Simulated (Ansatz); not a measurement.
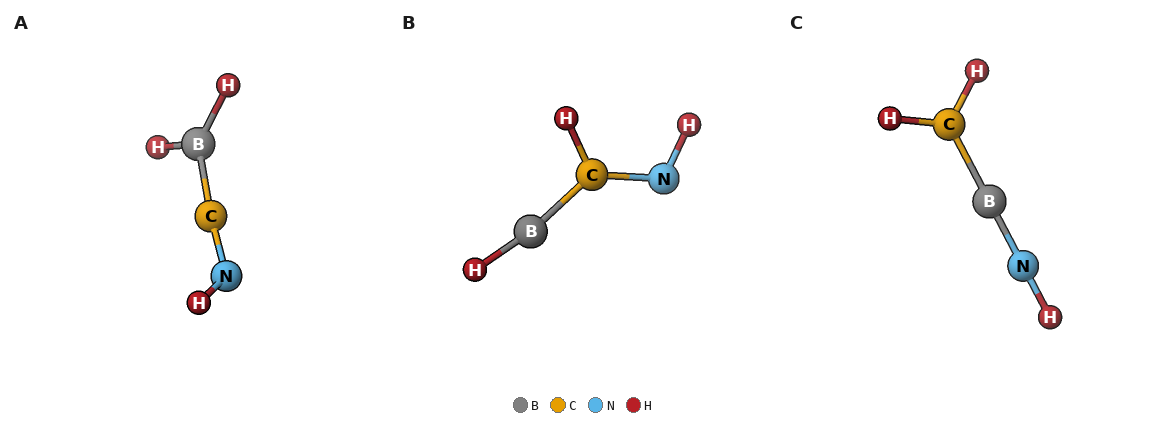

3 stationary structures of one formula. The species is neutral and a spin doublet. Geometries: PBE0-D4/def2-TZVP. Electronic energies: UHF-CCSD(T) (frozen core)/def2-TZVPP (Ansatz 0.2.0), without zero-point energy. No frequency run is at hand to confirm each as a minimum.

> Rank them by energy, lowest first.

C is lowest; A lies 20.5 kcal/mol above it (Cs), B lies 54.8 kcal/mol above it (Cs).

The determinant isn't a pure spin state (⟨S²⟩ up to 0.91).
